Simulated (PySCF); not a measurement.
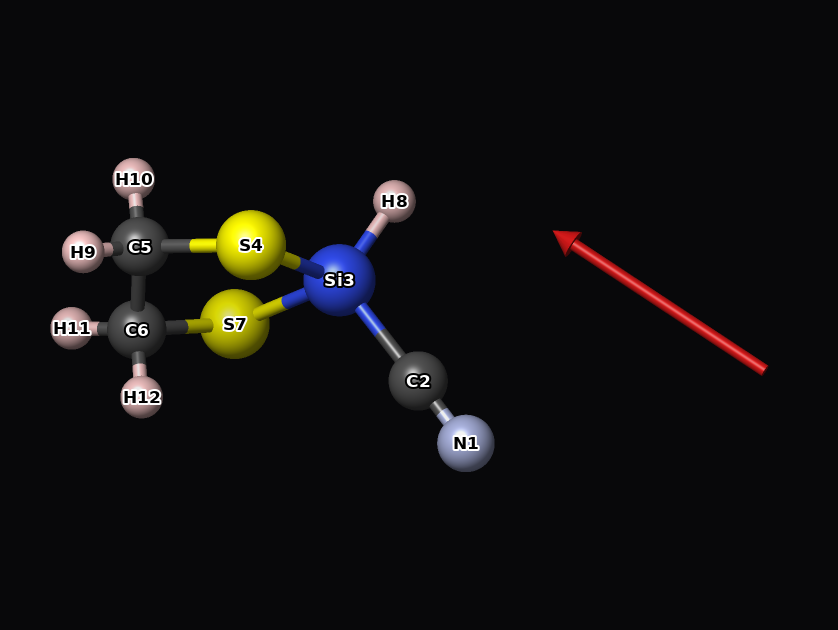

The arrow beside the molecule shows the direction of the dipole moment, from the negative to the positive end (its length means nothing). Computed geometry: GFN2-xTB optimisation. No frequency run is at hand to confirm it as a minimum. Level of theory: CAM-B3LYP/def2-SVPD, gas phase (PySCF 2.14.0).

Question: How large is the dipole moment?

Answer: 4.64 D; it points from the side of N1 to the side of H10 (the outermost atoms at the two ends).

The geometry is semi-empirical. Around Si such bond lengths and angles can be off by a tenth of an ångström or more and by several degrees, and values that hang on the shape move with them.
